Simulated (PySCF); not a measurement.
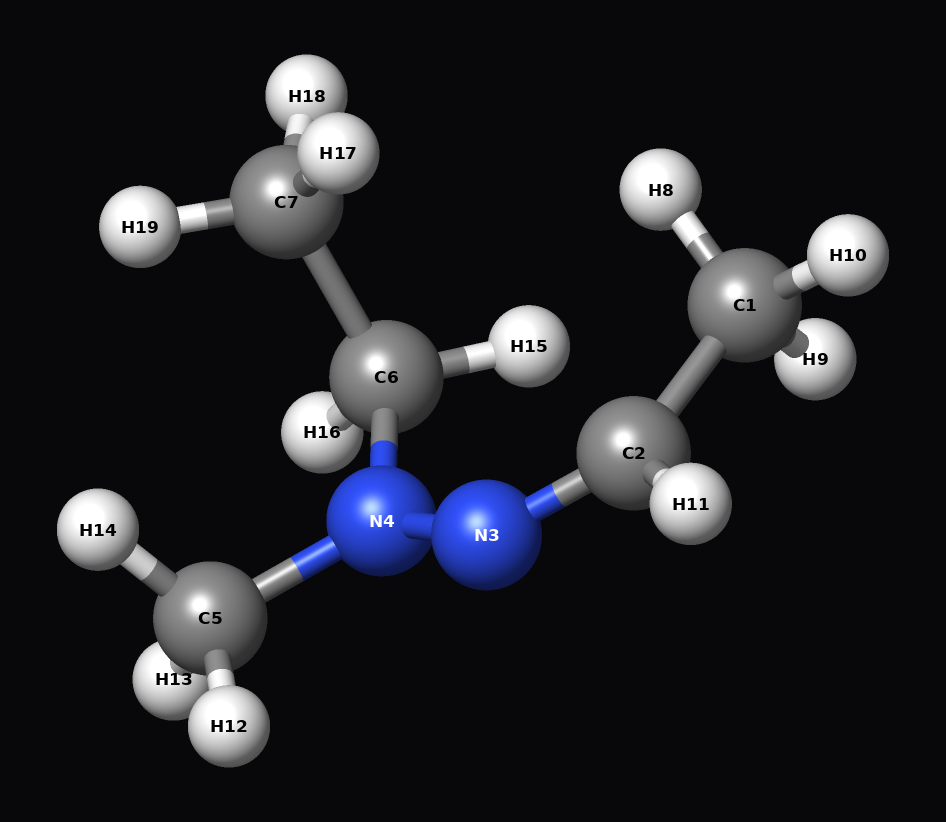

Every bond is drawn as one stick. The geometry was computed by an optimisation with GFN2-xTB. No frequency run is at hand to confirm it as a minimum. Level of theory: PBE0/pcSseg-1 (PySCF 2.14.0).

List the Mayer bond orders of C1–C2, C2–N3, N3–N4, N4–C5, N4–C6, C6–C7 (bonds between heavy atoms, one of each equivalent set).

```
 bond  Mayer order  length (Å)
C1–C2         1.01       1.508
C2–N3         1.86       1.266
N3–N4         1.13       1.326
N4–C5         0.94       1.445
N4–C6         0.92       1.449
C6–C7         1.04       1.532
```
